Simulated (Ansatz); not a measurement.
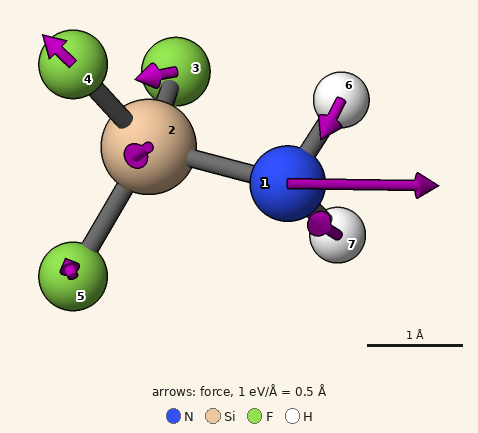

Starting geometry of SiNH2F3 with the computed forces as purple arrows. A ball-and-stick model, seen at a tilt.

The run prepares an end point of a later path (inversion) calculation, from a guessed geometry.

These are results of RKS PBE0-D4/def2-SVP in Ansatz, not measurements.

Input
```yaml
crystal:
  periodic: [false, false, false]
  atoms:
    - { symbol: "N", position_ang: [-0.1256, 0.6986, 0.8002] }
    - { symbol: Si, position_ang: [0.2761, -0.4783, -0.2885] }
    - { symbol: F, position_ang: [-0.8226, -0.4355, -1.4848] }
    - { symbol: F, position_ang: [0.3005, -1.8592, 0.4763] }
    - { symbol: F, position_ang: [1.7421, -0.155, -0.8502] }
    - { symbol: H, position_ang: [-1.1326, 0.559, 1.0507] }
    - { symbol: H, position_ang: [-0.1767, 1.6023, 0.2505] }
basis:
  gaussian: { orbitals: def2-SVP }
hamiltonian:
  xc: pbe0
  dispersion: d4
relax:
  f_tol: 0.015
  max_steps: 40
output:
  orbitals: {}
```

Command:
```bash
ansatz run input.yaml --threads 1 --pin off --max-ram 2048MiB --backend cpu --events-out ev --progress --plain --runs-dir out
```

Question: Is this structure relaxed? If not, where do the atoms go?

Answer: It isn't relaxed: the largest force vector, on N1, is 3.31 eV/Å. The final displacements follow the starting forces only in part (cosine between the two patterns 0.44). The energy falls by 0.401 eV in 7 geometry steps. Largest force component: 2.6 eV/Å at the start, 0.0009 eV/Å at the end. F3 moves most after the best rigid fit: 0.40 Å. Largest moves by element: F 0.40 Å, H 0.29 Å, N 0.25 Å, Si 0.09 Å. Near-neighbour distances that change, for instance: N1–H7 1.059 → 1.012 Å, N1–H6 1.047 → 1.012 Å, N1–Si2 1.653 → 1.679 Å, Si2–F4 1.579 → 1.600 Å. Among the angles between lasting bonds that change: Si2–N1–H7 106.1° → 122.4°, Si2–N1–H6 107.2° → 122.7°, H6–N1–H7 101.0° → 113.3°. Cost: 44 s on 1 thread of Arm Neoverse N1 (shared host), peak memory 0.16 GiB.
